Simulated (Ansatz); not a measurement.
One crystal and one scan (frozen-phonon scan) at two levels, PBE (plane waves to 420 eV, PAW, scalar-relativistic; Ansatz, an electronic-structure program) and r2SCAN (plane waves to 500 eV, PAW, scalar-relativistic; Ansatz), each from its own relaxed cell and on its own mesh. The cell shown is that of PBE.

Starting cell, SiC (wurtzite):

```
CELL_PARAMETERS angstrom
      6.18391     0.00000     0.00000
     -1.54598     2.67771     0.00000
      0.00000     0.00000     5.07427
ATOMIC_POSITIONS crystal
  Si 0.33333 0.33333 0.00052
  Si 0.83333 0.33333 0.00052
  Si 0.16667 0.66667 0.50052
  Si 0.66667 0.66667 0.50052
  C  0.33333 0.33333 0.62468
  C  0.83333 0.33333 0.62468
  C  0.16667 0.66667 0.12468
  C  0.66667 0.66667 0.12468
```

A phonon eigenvector at M = (0.5, 0.0, 0.0) is frozen into this cell: atom i moves by Q times the vector below, so Q is the largest atomic displacement, in Å. The cell is held. (q is in reciprocal vectors of the primitive cell; the cell shown is doubled to hold the pattern.)

```csv
atom,x,y,z
Si1,0.859,0.496,0.128
Si2,-0.859,-0.496,-0.128
Si3,-0.859,-0.496,0.128
Si4,0.859,0.496,-0.128
C5,0.442,0.255,-0.432
C6,-0.442,-0.255,0.432
C7,-0.442,-0.255,-0.432
C8,0.442,0.255,0.432
```

SiC was relaxed with its symmetry unable to fall. Percentages come from the unrounded values.

| quantity | PBE | r2SCAN | PBE − r2SCAN |
|---|---|---|---|
| Lattice constant a (Å) | 3.092 | 3.075 | +0.017 (+0.5 %) |
| Lattice constant c (Å) | 5.074 | 5.048 | +0.026 (+0.5 %) |
| Relaxed volume (Å³/atom) | 10.50 | 10.34 | +0.16 (+1.6 %) |
| Harmonic wavenumber from the curvature (finite differences) (cm⁻¹ (negative: imaginary)) | 543 | 564 | -21 (-3.8 %) |

PBE gives the higher value for: lattice constant a; lattice constant c; relaxed volume. PBE gives the lower value for: harmonic wavenumber from the curvature. Both give the same shape of the curve: a single well with its minimum at or next to zero displacement. Neither level is exact: the differences show how much the result hangs on the functional.

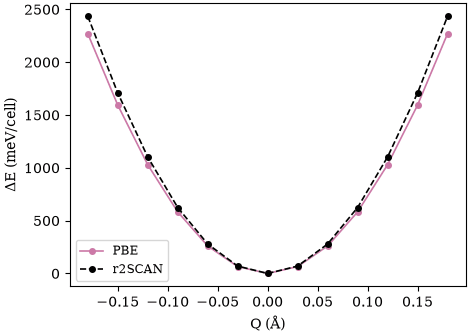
Figure. ΔE, each from the undisplaced structure of its own level.

(For displaced atoms, the force is minus the slope of the energy, and its curvature is a force constant, which sets phonon frequencies.)
